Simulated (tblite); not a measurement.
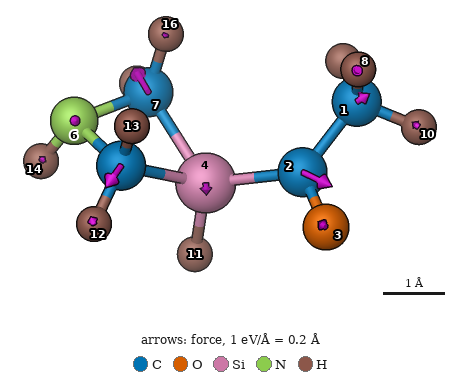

Starting geometry of C4H9NOSi with the computed forces as purple arrows. Style: ball-and-stick. Shown at a tilt.

All numbers below come from GFN2-xTB geometry optimisation, gas phase (tblite). 

Q: What follows when this structure is relaxed?

A: It isn't relaxed: the largest force vector, on a C atom, is 4.25 eV/Å. The final displacements have little in common with the starting forces (cosine between the two patterns 0.13). An H atom moves most after the best rigid fit: 1.95 Å. Largest moves by element: H 1.95 Å, O 1.16 Å, N 1.04 Å, C 0.46 Å, Si 0.31 Å. Near-neighbour distances that change, for instance: C–Si 1.816 → 1.924 Å, C–Si 1.865 → 1.923 Å, C–H 1.125 → 1.087 Å, C–O 1.237 → 1.210 Å. Among the angles between lasting bonds that change: C–N–C 90.4° → 102.0°, C–C–Si 125.3° → 116.9°, H–C–H 103.1° → 111.0°. Groups turn about C–N by about 65°, C–C by about 60°, C–N by about 60°. After 146 geometry steps the energy has fallen by 23.3 kcal/mol. The run took 1.6 s on 1 thread of Arm Neoverse N1 (shared host).
